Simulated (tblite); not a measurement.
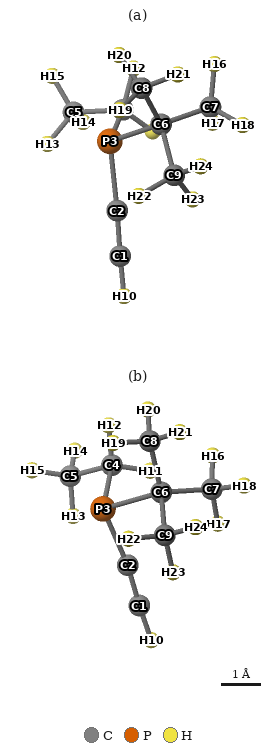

The structure of C₈H₁₅P before (top) and after (bottom) a relaxation, at one scale.

The picture is a ball-and-stick view, seen from a free direction.

Computed with GFN2-xTB geometry optimisation, gas phase in tblite 0.8.0. 

> Summarise the run.

H15 moves most after the best rigid fit: 1.15 Å. Largest moves by element: H 1.15 Å, C 0.78 Å, P 0.30 Å. Near-neighbour distances that change, for instance: C2–P3 1.839 → 1.767 Å, C5–H14 1.140 → 1.089 Å, C8–H19 1.126 → 1.089 Å, C6–C8 1.501 → 1.528 Å. Bond angles that change, for instance: C4–P3–C6 111.1° → 102.2°, C2–P3–C6 106.3° → 98.3°, C2–P3–C4 104.1° → 96.5°. Groups turn about C4–C5 by about 40°, P3–C6 by about 35°, C6–C7 by about 25°. The energy falls by 24.9 kcal/mol in 168 geometry steps.
